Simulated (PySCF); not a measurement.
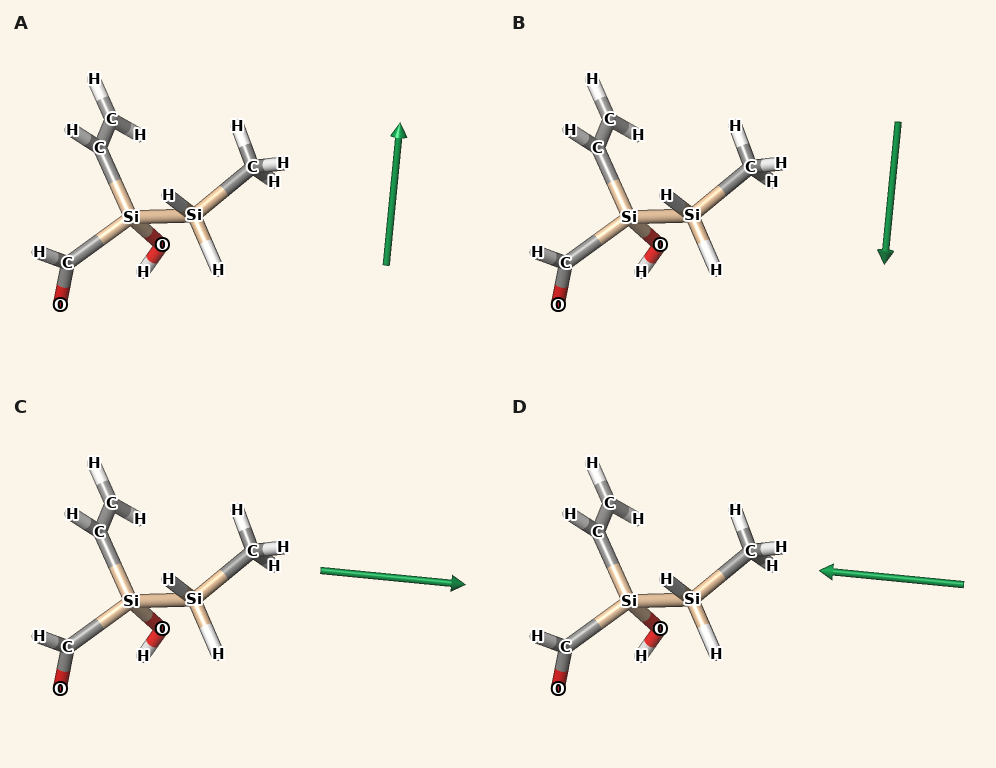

The same molecule four times, each with an arrow. The geometry was computed by an optimisation with GFN2-xTB. No frequency run is at hand to confirm it as a minimum. Properties computed with PBE0/pcSseg-1, gas phase (PySCF 2.14.0).

> Which arrow points along the dipole moment, from the negative to the positive end?

A. The dipole moment is 2.20 D.

The geometry is semi-empirical. Around Si such bond lengths and angles can be off by a tenth of an ångström or more and by several degrees, and values that hang on the shape move with them.
